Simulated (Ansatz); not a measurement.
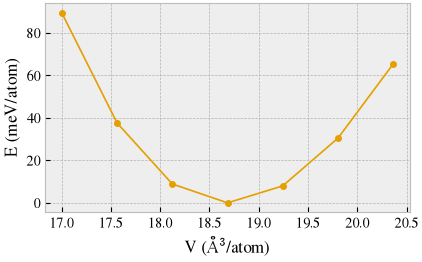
*Nb3In (A15 (Cr3Si type), Pm-3n) under volume change, r²SCAN (plane waves, PAW; program Ansatz), scaled uniformly.*

Question: What does a third-order Birch–Murnaghan fit give for V₀, B₀ and B′?

Answer: V₀ = 18.68 Å³/atom, B₀ = 161 GPa, B′ = 4.2.

The workflow started from an entry of the Crystallography Open Database (COD). Whether it is the stable phase at ambient conditions was not checked. The r²SCAN relaxation kept the symmetry of its start; its stability against distortions is not shown here. The run is not spin-polarised.

Potentials: the later of the program's two PAW sets.
